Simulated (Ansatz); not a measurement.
# Calcium, diamond under LDA: structure, energy and stiffness, part 2 of 2

Aim: take calcium in the diamond structure, relax it, solve it on a dense k-mesh, switch on spin-orbit coupling, then scale the cell to 7 volumes from 88 to 112 % of the relaxed one and try a fit of the equation of state. The k-meshes are 7×7×7 for the relaxation; 11×11×11 for the dense run; 7×7×7 for spin-orbit coupling; 8×8×8 for the volumes.

Ansatz 0.2.0; DFT, LDA (PW92), plane waves (420 eV) with PAW, scalar-relativistic.

**9. The cell scaled to 104 % of its volume**

This is Ca in the diamond structure; at room conditions it is fcc.

input.yaml reads:

```yaml
crystal:
  lattice:
    - [0.0, 4.1742158381, 4.1742158381]
    - [4.1742158381, 0.0, 4.1742158381]
    - [4.1742158381, 4.1742158381, 0.0]
  atoms:
    - { symbol: Ca, position: [0.125, 0.125, 0.125] }
    - { symbol: Ca, position: [0.875, 0.875, 0.875] }
hamiltonian:
  xc: lda
  pseudopotentials:
    kind: paw
    azcp:
      Ca: "pseudopotentials/Ca.paw.azcp"
basis:
  ecutwfc: 420
  fft_grid_basis: typed
kpoints:
  mp_grid: { grid: [8, 8, 8], shift: [0, 0, 0] }
magnetization:
  spin_polarized: false
scf:
  occupations: { method: fermi_dirac, width: 0.1 }
  lower_state_search: "off"
output:
  stress: true
```

The log of the run, cut to the lines that bear on the results:

```text
Warning: <dir> the record states the generating functional pbe (its physics header spells it `PBE`), which answers neither for hamiltonian.xc's functional nor for the lda family's — results may be inconsistent (PPs are generated against a specific XC)
Warning: RAYON_NUM_THREADS=2 ignored (pool sized by the plan → 2); use --threads N
[...]
Pseudopotentials: kind: paw
Pseudopotential: Ca, paw, valence charge 10, recommended cutoff 420 eV (normal), <dir>
Functional definition: SPW92
[...]
Crystal: 2 atoms, lattice volume = 145.464 Å³
Basis set: ecut = 420 eV, 2741 PW (Γ)
Bands: 14, of which v1, the nominal top of the filled ones, is band 10 counted from 1 (9 counted from 0)
Symmetry: 48 space group operations
Space group: Fd-3m (ITA 227), of the structure as read, at distance tolerance 5.3e-5 Å
k-points: 29 of 512
[...]
SCF iter   1: F=—  HF=-3542.998923 eV  |F-HF|=—  |Δ(HF+E_count)|=         —  Δρ=3.08e-3  dr2=2.14e-2  ethr=1.77e-3  ⟨swp⟩=6.8  Hψ=2520  notcnv=0
[...]
SCF iter   6: F=-3542.997443 eV  HF=-3542.997443 eV  |F-HF|=3.56e-8  |Δ(HF+E_count)|=   1.52e-6  Δρ=4.22e-6  dr2=3.12e-8  ethr=5.00e-10  ⟨swp⟩=3.0  Hψ=1876  notcnv=0
[...]
SCF converged after 6 iterations
Free energy (F): -3542.997443 eV
[...]
E sigma→0 (E₀):  -3542.938618 eV
Entropy (-TS):   -0.117651 eV (-58.825 meV/atom)
Fermi energy:    1.686915 eV
[...]
--- Stress (GPa, compression-positive) ---
       -0.149430      -0.000000       0.000000
       -0.000000      -0.149430      -0.000000
        0.000000       0.000000      -0.149430
  P = ⅓ Tr σ = -0.1494 GPa (-1.494 kbar)
```

It took 2.6 s on 2 threads of Arm Neoverse V1, shared host; peak memory 0.36 GiB.

**10. The cell scaled to 108 % of its volume**

input.yaml: that of step 9 with these lines changed.

```diff
@@ -2,5 +2,5 @@
   lattice:
-    - [0.0, 4.1742158381, 4.1742158381]
-    - [4.1742158381, 0.0, 4.1742158381]
-    - [4.1742158381, 4.1742158381, 0.0]
+    - [0.0, 4.2270596231, 4.2270596231]
+    - [4.2270596231, 0.0, 4.2270596231]
+    - [4.2270596231, 4.2270596231, 0.0]
   atoms:
```

The log of the run, cut to the lines that bear on the results:

```text
Warning: <dir> the record states the generating functional pbe (its physics header spells it `PBE`), which answers neither for hamiltonian.xc's functional nor for the lda family's — results may be inconsistent (PPs are generated against a specific XC)
Warning: RAYON_NUM_THREADS=2 ignored (pool sized by the plan → 2); use --threads N
[...]
[... 3 set-up lines as earlier in the session ...]
[...]
Crystal: 2 atoms, lattice volume = 151.058 Å³
Basis set: ecut = 420 eV, 2891 PW (Γ)
Bands: 14, of which v1, the nominal top of the filled ones, is band 10 counted from 1 (9 counted from 0)
[... 2 set-up lines as earlier in the session ...]
k-points: 29 of 512
[...]
SCF iter   1: F=—  HF=-3542.990685 eV  |F-HF|=—  |Δ(HF+E_count)|=         —  Δρ=2.97e-3  dr2=1.96e-2  ethr=1.77e-3  ⟨swp⟩=6.8  Hψ=2512  notcnv=0
[...]
SCF iter   6: F=-3542.989552 eV  HF=-3542.989552 eV  |F-HF|=3.60e-8  |Δ(HF+E_count)|=   1.80e-6  Δρ=4.30e-6  dr2=2.91e-8  ethr=5.00e-10  ⟨swp⟩=3.0  Hψ=1880  notcnv=0
[...]
SCF converged after 6 iterations
Free energy (F): -3542.989552 eV
[...]
E sigma→0 (E₀):  -3542.931672 eV
Entropy (-TS):   -0.115760 eV (-57.880 meV/atom)
Fermi energy:    1.541157 eV
[...]
--- Stress (GPa, compression-positive) ---
       -0.299251       0.000000       0.000000
       -0.000000      -0.299251       0.000000
        0.000000       0.000000      -0.299251
  P = ⅓ Tr σ = -0.2993 GPa (-2.993 kbar)
```

It took 2.6 s on 2 threads of Arm Neoverse V1, shared host; peak memory 0.36 GiB.

**11. The cell scaled to 112 % of its volume**

input.yaml: that of step 10 with these lines changed.

```diff
@@ -2,5 +2,5 @@
   lattice:
-    - [0.0, 4.2270596231, 4.2270596231]
-    - [4.2270596231, 0.0, 4.2270596231]
-    - [4.2270596231, 4.2270596231, 0.0]
+    - [0.0, 4.2786142116, 4.2786142116]
+    - [4.2786142116, 0.0, 4.2786142116]
+    - [4.2786142116, 4.2786142116, 0.0]
   atoms:
```

The log of the run, cut to the lines that bear on the results:

```text
Warning: <dir> the record states the generating functional pbe (its physics header spells it `PBE`), which answers neither for hamiltonian.xc's functional nor for the lda family's — results may be inconsistent (PPs are generated against a specific XC)
Warning: RAYON_NUM_THREADS=2 ignored (pool sized by the plan → 2); use --threads N
[...]
[... 3 set-up lines as earlier in the session ...]
[...]
Crystal: 2 atoms, lattice volume = 156.653 Å³
Basis set: ecut = 420 eV, 3119 PW (Γ)
Bands: 14, of which v1, the nominal top of the filled ones, is band 10 counted from 1 (9 counted from 0)
[... 1 set-up line as earlier in the session ...]
Space group: Fd-3m (ITA 227), of the structure as read, at distance tolerance 5.4e-5 Å
k-points: 29 of 512
[...]
SCF iter   1: F=—  HF=-3542.976275 eV  |F-HF|=—  |Δ(HF+E_count)|=         —  Δρ=2.93e-3  dr2=1.87e-2  ethr=1.77e-3  ⟨swp⟩=8.1  Hψ=6087  notcnv=0
[...]
SCF iter   6: F=-3542.976759 eV  HF=-3542.976759 eV  |F-HF|=4.28e-10  |Δ(HF+E_count)|=   2.10e-7  Δρ=1.56e-6  dr2=6.61e-9  ethr=5.00e-10  ⟨swp⟩=4.9  Hψ=1390  notcnv=0
[...]
SCF converged after 6 iterations
Free energy (F): -3542.976759 eV
[...]
E sigma→0 (E₀):  -3542.919794 eV
Entropy (-TS):   -0.113930 eV (-56.965 meV/atom)
Fermi energy:    1.405399 eV
[...]
--- Stress (GPa, compression-positive) ---
       -0.430391      -0.000000       0.000000
       -0.000000      -0.430391       0.000000
        0.000000      -0.000000      -0.430391
  P = ⅓ Tr σ = -0.4304 GPa (-4.304 kbar)
```

It took 2.4 s on 2 threads of Arm Neoverse V1, shared host; peak memory 0.38 GiB.

**12. Energy and pressure against volume**

All volumes keep the relaxed shape and fractional coordinates.

```
V (Å³/atom)  E − E₀ (meV/atom)  P from the stress (GPa)  P from the fit (GPa)
     61.542               18.2                     0.64                  0.67
     64.340                8.6                     0.42                  0.45
     67.137                2.6                     0.21                  0.24
     69.934                0.1                     0.02                  0.05
     72.732                0.8                    -0.15                 -0.12
     75.529                4.2                    -0.30                 -0.27
     78.327               10.2                    -0.43                 -0.41
```

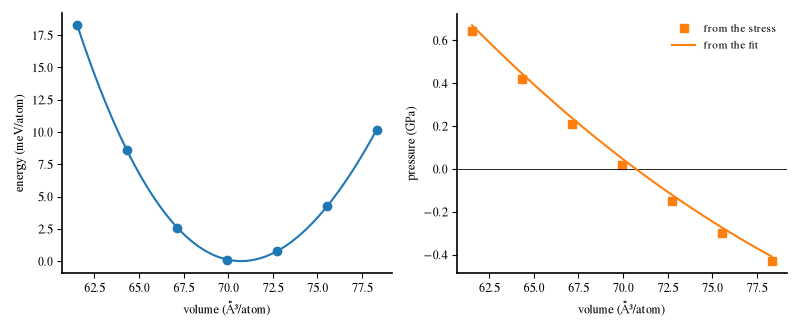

Energy and pressure against volume; the lines are the Birch-Murnaghan fit.

A third-order Birch-Murnaghan fit gives V₀ = 70.722 Å³/atom, B₀ = 4.4 GPa and B₀′ = 1.7; it misses no point by more than 0.03 meV/atom.

**13. Results**

The summary covers parts 1 to 2.

| quantity | value |
| --- | --- |
| space group (spins left aside) | Fd-3m (No. 227) |
| conventional cell | a = 8.240 Å |
| volume | 69.934 Å³/atom |
| shortest distance | 3.568 Å |
| gap on the mesh | none (levels filled in part) |
| relative to fcc | +1135 meV/atom |
| V₀, B₀, B₀′ | 70.722 Å³/atom, 4.4 GPa, 1.7 |

In words: From the guessed start the volume grew by 18.7 % in 4 steps. It lies 1135 meV/atom above the element's reference form at the same level (fcc, from a run of its own), so it is far from stable. Levels at the Fermi energy are filled in part, as in a metal. The total energy of the spin-orbit run (on a coarser mesh) lies -34 meV/atom from the scalar one; mesh and treatment of the core enter this figure, so it is no spin-orbit energy. B₀ comes out at 4.4 GPa, a soft solid. The symmetry was held, so the structure may be unstable against distortions that break it.
